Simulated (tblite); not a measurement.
## Frequency calculation of C7H10OSi

System: C7H10OSi.
Method: GFN2-xTB harmonic vibrations, gas phase (tblite 0.8.0).

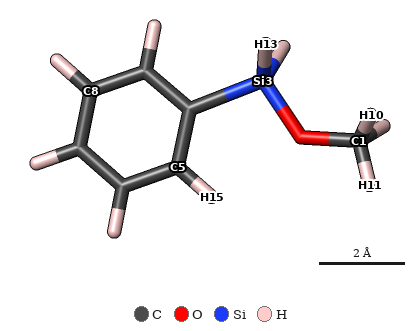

*The structure (stick view, seen at a tilt; atoms are numbered from 1 in the order of the input).*

Bond lengths as drawn: C–C 1.38 to 1.39 Å, C–H 1.08 to 1.09 Å, C–O 1.39 Å, C–Si 1.88 Å, H–Si 1.47 Å and O–Si 1.62 Å.

### The input
```
{"job": {"kind": "ir", "xc": "GFN2-xTB", "basis": "xTB"}, "charge": 0, "multiplicity": 1}
C      3.494400    -0.872625     0.293143
O      2.129831    -0.620634     0.177828
Si     1.395688     0.821508     0.064912
C     -0.422079     0.367869    -0.050039
C     -0.875926    -0.946374    -0.013668
C     -2.225672    -1.238431    -0.097832
C     -3.149455    -0.214708    -0.219964
C     -2.714930     1.100182    -0.257919
C     -1.364282     1.383087    -0.173536
H      3.926860    -0.315930     1.127506
H      3.630064    -1.941221     0.464876
H      4.019106    -0.587263    -0.621901
H      1.677778     1.648872     1.247765
H      1.849238     1.563037    -1.120909
H     -0.156269    -1.745682     0.081114
H     -2.559563    -2.266226    -0.067701
H     -4.204519    -0.439438    -0.284901
H     -3.431900     1.903336    -0.353383
H     -1.028175     2.409891    -0.202853
```

The first line tells a small driver script what to run in tblite; the rest is the geometry in Å.

Run on 1 CPU thread, shared host.

Launch command:
```bash
OMP_NUM_THREADS=1 python <driver script> task.json out
```

### What the program printed
```
mode    cm-1     km/mol
  1      35.5      0.10
  2      72.7      1.36
  3      90.9      0.78
  4     106.3      3.45
  5     149.8      0.00
  6     228.2      3.36
  7     256.6      3.02
  8     359.2      0.11
  9     396.1      3.04
 10     415.9     12.31
 11     536.0    121.10
 12     589.9      0.12
 13     602.5     37.09
 14     665.1     11.48
 15     684.5     32.92
 16     737.2      4.71
 17     759.2    197.21
 18     787.8    233.17
 19     826.2    223.62
 20     882.3      0.06
 21     905.5      0.19
 22     931.8      0.07
 23     933.6      0.00
 24     981.1      2.55
 25    1085.8      0.39
 26    1121.0      0.67
 27    1134.1      2.31
 28    1139.0     96.07
 29    1160.7    192.77
 30    1164.2     12.44
 31    1183.0      0.04
 32    1205.8      1.16
 33    1287.0      0.83
 34    1315.6      0.08
 35    1419.6      0.42
 36    1422.7      2.06
 37    1469.5      6.62
 38    1483.6      5.07
 39    1490.7      1.77
 40    1579.7      1.30
 41    1597.8      3.85
 42    2171.9    450.22
 43    2213.3    180.46
 44    2948.9     41.97
 45    2963.1     51.05
 46    2989.6     30.61
 47    3062.7      9.28
 48    3065.3      6.61
 49    3073.3    100.10
 50    3082.5     92.29
 51    3089.8     23.58
```

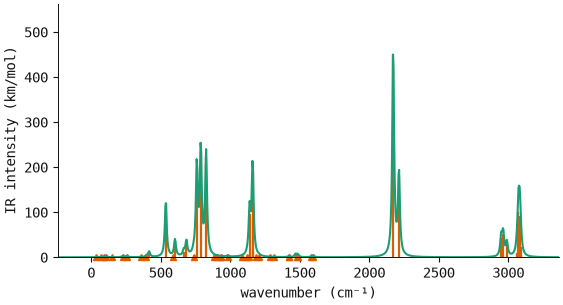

*Harmonic infrared spectrum, unscaled: sticks (degenerate modes added up, dark ones marked on the axis) with a Lorentzian envelope of 16 cm⁻¹ full width, scaled to the tallest stick.*

51 modes from 36 to 3090 cm⁻¹, none imaginary. The strongest line is at 2172 cm⁻¹ (450 km/mol).

### Key numbers

- outcome: converged
- total energy: −704.9132 eV
- zero-point energy: 91.2840 kcal/mol
- wall time: 1.3 s
- peak memory: 0.18 GiB
